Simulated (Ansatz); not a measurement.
Electronic density of states of amorphous Si$_{24}$O$_{51}$In$_{2}$, density 2.47 g/cm³, on a 2×2×2 Γ-centred mesh with a Gaussian width of 0.1 eV; energies count from the Fermi level, whose place inside the gap is arbitrary. Cell and mesh are small, so fine structure isn't converged. Calculation: PBE, scalar-relativistic without spin-orbit coupling (plane waves to 420 eV, PAW; Ansatz, a program for electronic structure). Sampling: a 2×2×2 Γ-centred mesh; Fermi-Dirac width 0.02 eV; no spin polarisation. At PBE the levels at the filled edge of the gap are localised (band-tail or defect states), and the nearest spread-out levels lie 4.2 eV apart at the zone centre.

The cell was made by melting and quenching with the CHGNet potential and then relaxed with DFT. O atoms were pushed apart under 1.9 Å during the dynamics, to hinder bonds among them. The hot cell started wider than the set density and was brought back towards it in steps. It is the lowest in DFT energy of 2 quenches. It is a model cell: composition and starting density were chosen by hand, and all elements were melted together. No dispersion term was used. Its density started from a set value of 2.47 and ended at 2.47 g/cm³. The quench (nominally 400 K/ps over its main leg) was far faster than any real one, so the model tends to hold more defects than a real film. Values belong to this one cell and scatter from quench to quench. The volume was held where the preparation left it and the shape relaxed, at a PBE pressure of 0.6 GPa. Stress components on the final sampling reach 0.7 GPa.

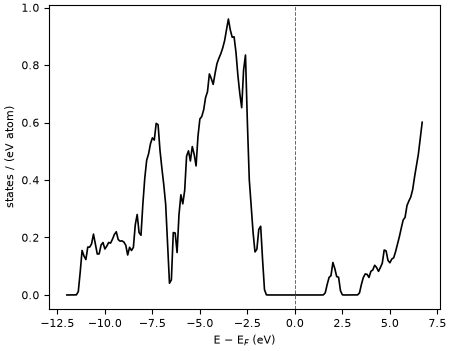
Density of states per atom

The level gap on this mesh is 3.44 eV; the broadening fills part of it in the curve.
